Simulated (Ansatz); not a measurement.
# Lattice dynamics of SrTiSe3 (built on the sites of a database entry of CaTiO3)

The cell of SrTiSe3 (built on the sites of a database entry of CaTiO3) is at rest. What are its phonons? After the zone centre comes a 2×2×2 q mesh on a 6×6×6 k mesh.

Calculated with Ansatz 0.2.0; DFT LDA, scalar-relativistic, plane waves, PAW.

The structure was built from a prototype and need not be the compound's stable phase.

## 1. Starting point

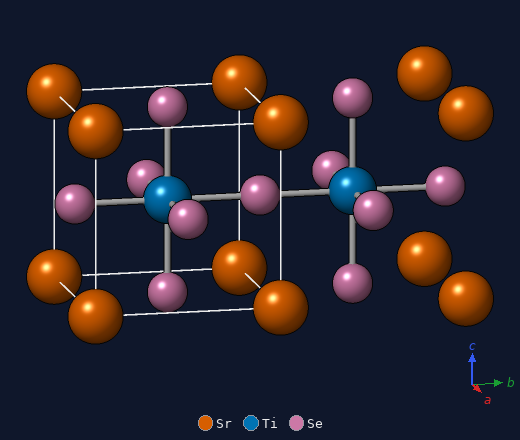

The starting structure, seen slightly off an axis (strontium orange, titanium blue, selenium pink). 1×2×1 cells are drawn. Some periodic images of atoms are drawn too.

## 2. Modes at Γ

The cell comes from relaxations at this level that are not shown. The zone centre comes first: it holds the modes that light can see, as far as symmetry allows. No field response is asked, since the mesh shows no gap.

Contents of input.yaml:

```yaml
crystal:
  lattice:
    - [4.899528169, 0.0, 0.0]
    - [0.0, 4.899528169, 0.0]
    - [0.0, 0.0, 4.899528169]
  atoms:
    - { symbol: Sr, position: [0.0, 0.0, 0.0] }
    - { symbol: Ti, position: [0.5, 0.5, 0.5] }
    - { symbol: Se, position: [0.0, 0.5, 0.5] }
    - { symbol: Se, position: [0.5, 0.0, 0.5] }
    - { symbol: Se, position: [0.5, 0.5, 0.0] }
kpoints:
  mp_grid: { grid: [6, 6, 6] }
hamiltonian:
  xc: lda
scf:
  occupations: { method: methfessel_paxton, width: 0.15 }
output:
  eigenvalues: true
phonons:
  method: dfpt
```

On the command line:

```bash
ansatz run input.yaml --threads 8 --pin off --max-ram 14336MiB --backend cpu --events-out ev --progress --plain --runs-dir out
```

Numbers of over 12 decimals in the logs are rounded to 6 here.

What it wrote:

```text
zone centre: on kpoints.mp_grid the ground state, and the responses unless they are solved on pairs of k-points, stand on 64 of the mesh's 216 k-points, reduced under 8 symmetry operations, with k and −k counted as one. Each operation leaves every solved displacement unchanged or reverses it
Engine: ansatz 0.2.0, aarch64-unknown-linux-gnu
Pseudopotentials: kind: paw
Pseudopotential: Sr, paw, valence charge 10, recommended cutoff 420 eV (normal), Sr.paw.azcp
Pseudopotential: Ti, paw, valence charge 12, recommended cutoff 420 eV (normal), Ti.paw.azcp
Pseudopotential: Se, paw, valence charge 16, recommended cutoff 420 eV (normal), Se.paw.azcp
Functional definition: SPW92
  exchange = slater_x
  correlation = pw_c
Crystal: 5 atoms, lattice volume = 117.615 Å³
Basis set: ecut = 420 eV, 2325 PW (Γ), exchange–correlation on 72×72×72 points (8 copies of the dense FFT grid, shifted against one another)
Bands: 42, of which v1, the nominal top of the filled ones, is band 35 counted from 1 (34 counted from 0)
Symmetry: 48 space group operations
k-points: 64 of 216 (irreducible under 8 space group operations)
Non-local potential: Sr, projectors of the file, l = 0: 3, l = 1: 2, l = 2: 2
Non-local potential: Ti, projectors of the file, l = 0: 3, l = 1: 2, l = 2: 3, l = 3: 1
Non-local potential: Se, projectors of the file, l = 0: 2, l = 1: 2, l = 2: 3, l = 3: 1
PAW form: soft (Blöchl's): semilocal exchange-correlation on the pseudo side does not see the compensation charge
PAW frozen core: Sr, regenerated for the run's functional, and the local potential with it (the file was generated under x = pbe(κ = 0.804, μ = 0.219515), c = pbe(β = 0.066725))
PAW frozen core: Ti, regenerated for the run's functional, and the local potential with it (the file was generated under x = pbe(κ = 0.804, μ = 0.219515), c = pbe(β = 0.066725))
PAW frozen core: Se, regenerated for the run's functional, and the local potential with it (the file was generated under x = pbe(κ = 0.804, μ = 0.219515), c = pbe(β = 0.066725))
PAW one-centre angular grid: Sr, 110 points (default); XC on 64 Gauss nodes
PAW one-centre angular grid: Ti, 590 points (default); XC on 64 Gauss nodes
PAW one-centre angular grid: Se, 590 points (default); XC on 64 Gauss nodes
Initial density: superposition of atomic densities (neutral atoms: chi_scale 0, normalization atom), corrected by the library's trained network
Initial wavefunctions: pseudopotential atomic-orbital guess
Functional: x = slater, c = lda
SCF iter   1: F=—  HF=-22051.144340 eV  |F-HF|=—  |Δ(HF+E_count)|=         —  Δρ=4.70e-3  dr2=1.34e-2  ethr=1.77e-3  ⟨swp⟩=7.5  Hψ=10911  notcnv=0
preconditioner: auto → Resta (q_TF=auto, 2.502 Å⁻¹)  ε∞=4.5  [insulator: Δε(μ)=0.211 eV  Ē_g=10.064 eV  σ=0.150 eV  W_gap=0.92  n_scr=26 (ndim 8)  ℏωp=18.8 eV  f_vac=0.013  D(μ)=0.19/eV (n_scr^D=0)  ε∞_Penn≈4.5]
SCF iter   2: F=—  HF=-22051.144076 eV  |F-HF|=—  |Δ(HF+E_count)|=   2.64e-4  S|Δr|=    0.00e0  Δρ=2.93e-3  dr2=6.14e-3  ethr=1.91e-5  ⟨swp⟩=3.0  Hψ=5735  notcnv=0  defer=3
SCF iter   3: F=—  HF=-22051.144118 eV  |F-HF|=—  |Δ(HF+E_count)|=   4.13e-5  S|Δr|=    0.00e0  Δρ=1.92e-3  dr2=6.74e-3  ethr=8.77e-6  ⟨swp⟩=2.0  Hψ=4779  notcnv=0  defer=3
SCF iter   4: F=—  HF=-22051.143213 eV  |F-HF|=—  |Δ(HF+E_count)|=   9.05e-4  S|Δr|=    0.00e0  Δρ=3.68e-4  dr2=2.18e-4  ethr=8.77e-6  ⟨swp⟩=2.0  Hψ=2945  notcnv=0  defer=3
SCF iter   5: F=—  HF=-22051.143195 eV  |F-HF|=—  |Δ(HF+E_count)|=   1.81e-5  S|Δr|=    0.00e0  Δρ=1.10e-4  dr2=1.90e-5  ethr=3.12e-7  ⟨swp⟩=2.0  Hψ=2861  notcnv=0  defer=3
SCF iter   6: F=—  HF=-22051.143181 eV  |F-HF|=—  |Δ(HF+E_count)|=   1.39e-5  S|Δr|=    0.00e0  Δρ=2.03e-5  dr2=7.06e-7  ethr=2.72e-8  ⟨swp⟩=2.0  Hψ=3762  notcnv=0  defer=3
SCF iter   7: F=—  HF=-22051.143186 eV  |F-HF|=—  |Δ(HF+E_count)|=   5.19e-6  S|Δr|=    0.00e0  Δρ=6.82e-6  dr2=7.33e-8  ethr=1.01e-9  ⟨swp⟩=2.2  Hψ=4598  notcnv=0  defer=3
SCF iter   8: F=—  HF=-22051.143186 eV  |F-HF|=—  |Δ(HF+E_count)|=   2.34e-8  S|Δr|=    0.00e0  Δρ=1.51e-6  dr2=2.10e-9  ethr=1.05e-10  ⟨swp⟩=2.0  Hψ=4729  notcnv=0  defer=3
SCF iter   9: F=—  HF=-22051.143186 eV  |F-HF|=—  |Δ(HF+E_count)|=  1.31e-10  S|Δr|=    0.00e0  Δρ=5.20e-7  dr2=4.57e-10  ethr=3.01e-12  ⟨swp⟩=2.0  Hψ=4826  notcnv=0  defer=3
SCF iter  10: F=-22051.143186 eV  HF=-22051.143186 eV  |F-HF|=0.00e0  |Δ(HF+E_count)|=  5.82e-11  S|Δr|=    0.00e0  Δρ=7.42e-8  dr2=8.01e-12  ethr=1.00e-12  ⟨swp⟩=9.9  Hψ=15044  notcnv=0
SCF 1 converged in 10 iterations: F = -22051.143186 eV  dr2 = 8.01e-12
  greatest PAW one-centre occupation: 1.000 electrons in one spin orbital (limit 2), on the Se atom at site 2 (counted from 0), in its partial waves of l = 2
DFPT response loops at Γ: preconditioner auto → Kerker (q_TF=auto, 2.502 Å⁻¹) (partly filled bands, converged f_vac=0.006); β = 1.00, the filter's whole step (`scf.mixing.beta` (0.50) is not read by the response loops under this deck's `scf.mixing.preconditioner`; to damp them name `kerker` or `kerker_dos`, under which they read `scf.mixing.beta`, and type it under 1.00, their step now; both keys bind the ground state too); Broyden in place of MSR1
SCF converged after 10 iterations
Stability not checked: this state was not tested for a lower state beside it, because cold or Methfessel-Paxton smearing, or corrected tetrahedra, fill the levels in a way that the test cannot read (fill_not_monotonic; see scf.lower_state_search)
Free energy (F): -22051.143186 eV
Harris-Foulkes:  -22051.143186 eV  (|F-HF|=0.00e0)
Internal energy: -22051.146279 eV  (E = F + TS)
E sigma→0 (E₀):  -22051.143959 eV
Entropy (-TS):   0.003093 eV (0.619 meV/atom)
Fermi energy:    9.657754 eV
Step filling:    the computed levels leave a gap of 0.2134 eV = 1.4 smearing widths at the electron count; against every level under it full and every level over it empty, smearing changes F+E_penalty+E_count by +1.144 meV and its σ→0 estimate by +0.371 meV
--- Per-component energies (eV) ---
  E_band       = -1368.818079
  E_kinetic    = 880.869463
  E_local      = -9312.004924  (includes V_loc(G=0)·N_el)
  E_nonlocal   = -1553.510626
  E_hartree    = 4385.132803
  E_xc         = -583.050361
  E_vxc        = -584.138233  (∫ρ·V_xc dr)
  E_paw        = -9074.602001  (= ΣΔE_a)
  E_vpaw       = 429.702586  (= ΣTr[D̂ρ^β])
  E_aug_tail   = -0.001745  (compensation charges beyond the density's cutoff)
  E_ewald      = -6801.251060
  E_core_change = 7.272173  (= ΣΔE_core)
  E_smearing   = 0.003093  (= −TS)
  E_closure    = 0.000000  (closes the sum)
  Σ components = -22051.143186   (vs F -22051.143186, Δ=0.00e0)
--- Band table (eV; the first three rows and the last of 64) ---
  k-point 0: bands = [... 31 lower, 8.2728, 9.2052, 9.2052, 9.2052, 9.3916, 9.3916, 9.3916, 10.6225, ... 3 higher]
  k-point 1: bands = [... 31 lower, 7.9419, 8.3777, 9.0389, 9.0389, 9.2319, 10.0923, 10.0923, 10.6967, ... 3 higher]
  k-point 2: bands = [... 31 lower, 7.0951, 7.4480, 8.9142, 8.9142, 9.2873, 10.7545, 10.8538, 10.8538, ... 3 higher]
  k-point 63: bands = [... 31 lower, 5.9772, 9.9461, 9.9461, 9.9461, 11.1176, 11.1176, 11.1176, 11.6487, ... 3 higher]
--- Phonons (Γ-DFPT): 4 representative perturbations + reference, on 64 of 216 k-points (Σ response iterations 12) ---
  k mesh reduced under 8 symmetry operations, with k and −k counted as one. Each operation leaves every solved displacement unchanged or reverses it
  ASR residual: 2.193e-4 → 0.000e0 eV/Å²; symmetrization residual: 1.385e-5 eV/Å²
  ASR residual per site (eV/Å²): 2.19e-4 1.07e-5 8.35e-6 8.35e-6 8.35e-6
  Γ frequencies (cm⁻¹): -22.78 -22.78 -22.78 0.00 0.00 0.00 38.16 38.16 38.16 64.12 64.12 64.12 268.84 268.84 268.84
  non-analytic LO–TO correction: not included (Born effective charges unavailable; polar crystals: no LO–TO splitting at Γ)
```

Elapsed: 21 s, on 8 threads of Arm Neoverse V2, shared host; peak memory 1.4 GiB; 2.5 min of CPU time.

This step gave:

| Property | Result |
| --- | --- |
| volume per atom | 23.52 Å³ |
| gap on the k-mesh | 0 eV |
| sum-rule residual before enforcement | 2.19e-4 eV/Å² |
| point group | m-3m |
| highest optical mode at the zone centre (no LO-TO term) | 268.8 cm⁻¹ |
| lowest optical zone-centre mode | -22.78 cm⁻¹ |

Patterns of degenerate modes are one choice out of their space. The modes at Γ (shares of kinetic energy by element, %) (negative means imaginary):

```csv
mode,frequency (cm⁻¹),symmetry,Sr %,Ti %,Se %
1,-22.8,T1u,76,7,17
2,-22.8,T1u,76,7,17
3,-22.8,T1u,76,7,17
4,0.0,acoustic,24,13,64
5,0.0,acoustic,24,13,64
6,0.0,acoustic,24,13,64
7,38.2,T2u,0,0,100
8,38.2,T2u,0,0,100
9,38.2,T2u,0,0,100
10,64.1,T1u,1,46,53
11,64.1,T1u,1,46,53
12,64.1,T1u,1,46,53
13,268.8,T1u,0,34,66
14,268.8,T1u,0,34,66
15,268.8,T1u,0,34,66
```

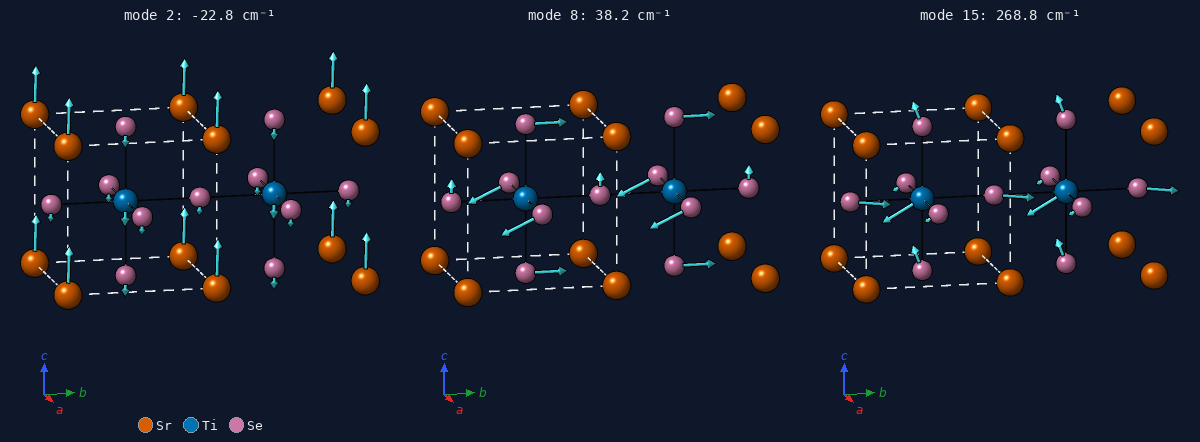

Displacement patterns of modes 2, 8 and 15 at Γ; arrows are exaggerated. 1×2×1 cells are drawn. Some periodic images of atoms are drawn too.

Before it was imposed, the acoustic sum rule was missed by 2.2e-4 eV/Å². Small misses are needed for a sound result but don't prove that mesh and cutoff are converged. The lowest optical mode is imaginary, 22.8i cm⁻¹, so the energy falls along it.

## 3. Phonons on a q mesh

Stability and thermal properties need the whole zone. Linear response on a 2×2×2 q mesh gives force constants as far as a supercell of that size would.

input.yaml: that of step 2 with these lines changed.

```diff
@@ -21 +21,8 @@
   method: dfpt
+  qmesh: [2, 2, 2]
+  temperatures: { t_max: 1000, t_step: 50 }
+  qpath:
+    path:
+      - [[0.0, 0.0, 0.0], [0.0, 0.5, 0.0], [0.5, 0.5, 0.0], [0.0, 0.0, 0.0], [0.5, 0.5, 0.5], [0.0, 0.5, 0.0]]
+      - [[0.5, 0.5, 0.5], [0.5, 0.5, 0.0]]
+    npoints: 10
```

What it wrote:

```text
[...]
Crystal: 5 atoms, lattice volume = 117.615 Å³
Basis set: ecut = 420 eV, 2325 PW (Γ), exchange–correlation on 72×72×72 points (8 copies of the dense FFT grid, shifted against one another)
Bands: 42, of which v1, the nominal top of the filled ones, is band 35 counted from 1 (34 counted from 0)
Symmetry: 48 space group operations
k-points: 20 of 216
[...]
SCF iter   1: F=—  HF=-22051.143897 eV  |F-HF|=—  |Δ(HF+E_count)|=         —  Δρ=4.70e-3  dr2=1.34e-2  ethr=1.77e-3  ⟨swp⟩=7.3  Hψ=3379  notcnv=0
[...]
SCF iter  10: F=-22051.143186 eV  HF=-22051.143186 eV  |F-HF|=1.09e-11  |Δ(HF+E_count)|=  5.82e-11  S|Δr|=    0.00e0  Δρ=7.18e-8  dr2=7.74e-12  ethr=1.00e-12  ⟨swp⟩=9.5  Hψ=4599  notcnv=0
SCF 1 converged in 10 iterations: F = -22051.143186 eV  dr2 = 7.74e-12
[...]
iter 1 solved again at ethr=4.14e-7 eV; its pass at ethr=3.10e-3 eV (dr2=2.90e-4 eV) is discarded
SCF iter   1: F=—  HF=-22051.143188 eV  |F-HF|=—  |Δ(HF+E_count)|=         —  Δρ=1.38e-6  dr2=2.39e-9  ethr=4.14e-7  ⟨swp⟩=3.5  Hψ=5428  notcnv=0
eigensolver tolerance schedule: the retry pair's looser diagonalisation over-reported the residual by 121229.69 of it (diagonalisation noise at an unbounded share of the residual, at the tolerance the schedule requests for it); recorded, not acted on — ethr = c·dr2/N_el stays at c = 1.0e-1
[...]
SCF iter   2: F=—  HF=-22051.143186 eV  |F-HF|=—  |Δ(HF+E_count)|=   1.82e-6  S|Δr|=    0.00e0  Δρ=6.89e-7  dr2=4.46e-10  ethr=3.42e-12  ⟨swp⟩=4.7  Hψ=2798  notcnv=0
[...]
SCF iter   6: F=-22051.143186 eV  HF=-22051.143186 eV  |F-HF|=0.00e0  |Δ(HF+E_count)|=  3.64e-12  S|Δr|=    0.00e0  Δρ=6.71e-8  dr2=5.97e-12  ethr=1.00e-12  ⟨swp⟩=1.9  Hψ=1940  notcnv=0
SCF 2 converged in 6 iterations: F = -22051.143186 eV  dr2 = 5.97e-12
phonons: the bands overlap, so this run is a metal and interpolates without the dipole-dipole term. If the crystal is really an insulator or semiconductor, its LO-TO splitting is missing
NSCF: frozen V_eff on 20 k-points
WARN: eigensolver did not converge (k=9): 1 band(s) unlocked after 20 sweeps at ethr=1.37e-12 eV (storage-precision floor; scheduled 1.00e-12 eV) (lowest unlocked band 41, counted from 0; max residual 1.10e-5 eV among the unlocked bands, 1.10e-5 eV over every band; other slots of this pass that fall short are told together in one closing line; warning suppressed until the next SCF loop or pass starts)
[...]
DFPT response loops at q = (0, 0, 0) (fractional): preconditioner auto → Kerker (q_TF=auto, 2.502 Å⁻¹) (partly filled bands, converged f_vac=0.006); β = 1.00, the filter's whole step (`scf.mixing.beta` (0.50) is not read by the response loops under this deck's `scf.mixing.preconditioner`; to damp them name `kerker` or `kerker_dos`, under which they read `scf.mixing.beta`, and type it under 1.00, their step now; both keys bind the ground state too); Broyden in place of MSR1
[...]
SCF converged after 10 iterations
[...]
Free energy (F): -22051.143186 eV
[...]
Internal energy: -22051.146279 eV  (E = F + TS)
E sigma→0 (E₀):  -22051.143959 eV
Entropy (-TS):   0.003093 eV (0.619 meV/atom)
Fermi energy:    9.657754 eV
[...]
--- Band table (eV; the first three rows and the last of 20) ---
  k-point 0: bands = [... 31 lower, 8.2728, 9.2052, 9.2052, 9.2052, 9.3916, 9.3916, 9.3916, 10.6225, ... 3 higher]
  k-point 1: bands = [... 31 lower, 7.9419, 8.3777, 9.0389, 9.0389, 9.2319, 10.0923, 10.0923, 10.6967, ... 3 higher]
  k-point 2: bands = [... 31 lower, 7.0951, 7.4480, 8.9142, 8.9142, 9.2873, 10.7545, 10.8538, 10.8538, ... 3 higher]
  k-point 19: bands = [... 31 lower, 5.9772, 9.9461, 9.9461, 9.9461, 11.1176, 11.1176, 11.1176, 11.6487, ... 3 higher]
--- Phonons (Γ-DFPT): 4 representative perturbations + reference (Σ response iterations 12) ---
  ASR residual: 2.151e-4 → 0.000e0 eV/Å²; symmetrization residual: 1.206e-5 eV/Å²
  ASR residual per site (eV/Å²): 2.15e-4 1.07e-5 1.12e-5 1.12e-5 1.12e-5
[...]
--- Phonons (arbitrary-q DFPT): 4 irreducible q on the 2×2×2 mesh ---
  q = [0.0000, 0.0000, 0.0000] (star 1, of the zone-centre solve; hermiticity 1.87e-6, symmetrization 5.33e-12): -22.78 -22.78 -22.78 0.00 0.00 0.00 38.16 38.16 38.16 64.12 64.12 64.12 268.84 268.84 268.84
  q = [0.0000, 0.0000, -0.5000] (star 3, 9 solved perturbations in 504 linear systems a pass and spin channel, the states on 64 of 216 k-point pairs; hermiticity 1.56e-6, symmetrization 4.89e-12): -26.12 -26.12 -3.59 -3.59 52.08 52.08 68.76 72.29 84.02 84.02 94.05 249.07 251.22 264.61 264.61
[...]
sum rule: each row above includes the acoustic sum rule's correction from the zone centre's row sums; it moved no ω² by more than (0.82 cm⁻¹)²
  mesh force constants: q→R imaginary residual 3.93e-18; ASR residual 2.151e-4 → 0.000e0 eV/Å²; symmetrization residual 1.243e-14 eV/Å²
  interpolated dispersion: 62 rows × 15 modes
  density of states and harmonic sums: on the 14×14×14 q-mesh, interpolated from the force constants of a 2×2×2 supercell (no non-analytic term)
  largest difference from the sums on the solved wave vectors: F 4.27e-1 eV, S 5.51e-4 and C_V 1.25e-4 eV/K
  zero-point energy: 0.099867 eV/cell   skipped modes (ω ≤ 0): 250, of them read as no rigid motion or as one in doubt: 247 (1.929e0 modes/cell left out, lowest -81.53 cm⁻¹)   left out of the sums: 1.29e-1 of the cell's modes: C_V's classical limit lies that fraction below 3 k_B per atom; for a crystal, a wire or a layer, F and S can be off by more, and a phonons.interpolated_qmesh denser along its periods is the remedy for the sampling
```

The job ended after 97 s (8 threads; peak memory 1.3 GiB; 12 min of CPU time).

Numbers from this step:

```
sum-rule residual before enforcement                    : 2.15e-4 eV/Å²
lowest frequency on the path                            : -81.53 cm⁻¹
highest frequency on the path or at a solved wavevector : 288.7 cm⁻¹
lowest mode on the q mesh (acoustic modes at Γ apart)   : -81.53 cm⁻¹
```

Frequencies (cm⁻¹) solved at each irreducible wavevector; negative means imaginary. Frequencies by wavevector, by row:

```csv
q in reciprocal lattice units,star,mode 1,mode 2,mode 3,mode 4,mode 13,mode 14,mode 15
0 0 0,1,-22.8,-22.8,-22.8,0,268.8,268.8,268.8
0 0 -0.5,3,-26.1,-26.1,-3.6,-3.6,251.2,264.6,264.6
0 -0.5 -0.5,3,-76.2,-50.5,12.8,12.8,246.5,260.4,266.4
-0.5 -0.5 -0.5,1,-81.5,-81.5,-81.5,19.2,247,247,281.5
```

Interpolated from a 2×2×2 q mesh. The phonon branches at the labelled points (cm⁻¹):

```csv
point,branch 1,branch 2,branch 3,branch 4,branch 12,branch 13,branch 14,branch 15
Γ,-23,-23,-23,0,64,269,269,269
X,-26,-26,-4,-4,249,251,265,265
M,-76,-50,13,13,246,246,260,266
Γ,-23,-23,-23,0,64,269,269,269
R,-82,-82,-82,19,247,247,247,282
X,-26,-26,-4,-4,249,251,265,265
jump to R,-82,-82,-82,19,247,247,247,282
M,-76,-50,13,13,246,246,260,266
```

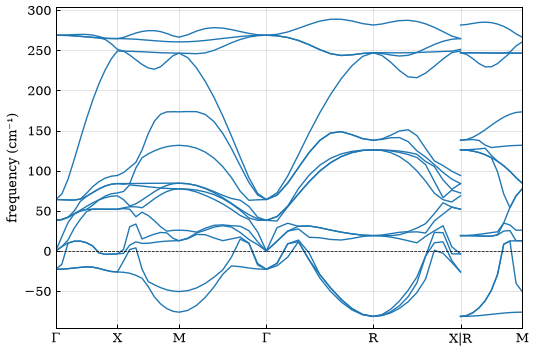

Phonon branches along the path.

The phonon density of states has structure finer than the step of the table below, so its rows give means over 20 cm⁻¹, whole bins alone (the curve runs from -82.5 to 288 cm⁻¹). Peaks (cm⁻¹: height): 22.5: 0.130, 117.5: 0.0644, 222.5: 0.0268, 247.5: 0.146, 262.5: 0.0824, 277.5: 0.0673.

Tetrahedra on a 14×14×14 mesh, mean over bins of 5 cm-1. Interpolated from a 2×2×2 q mesh. Table of phonon density of states by wavenumber; means over each step:

```csv
wavenumber (cm⁻¹),phonon density of states (1/cm⁻¹/cell)
-60,0.0204
-40,0.0216
-20,0.0332
0,0.0358
20,0.105
40,0.0592
60,0.0557
80,0.0581
100,0.0575
120,0.0571
140,0.0227
160,0.0201
180,0.00774
200,0.00944
220,0.0216
240,0.0425
260,0.0656
```

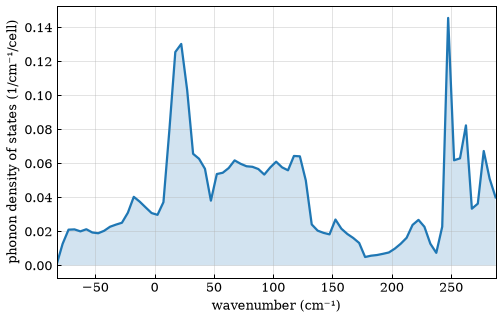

Phonon density of states, plotted against wavenumber.

(Continued in part 2 of 2.)

[Logs are printed without paths, hosts, clocks, repeated set-up lines and the standing remarks that a program may print on its own settings, such as how far it seeks lower states.]

[Hosts, paths, dates, database ids (printed as entryN), source tags and the programs' standing remarks are cut or masked in the printed files.]
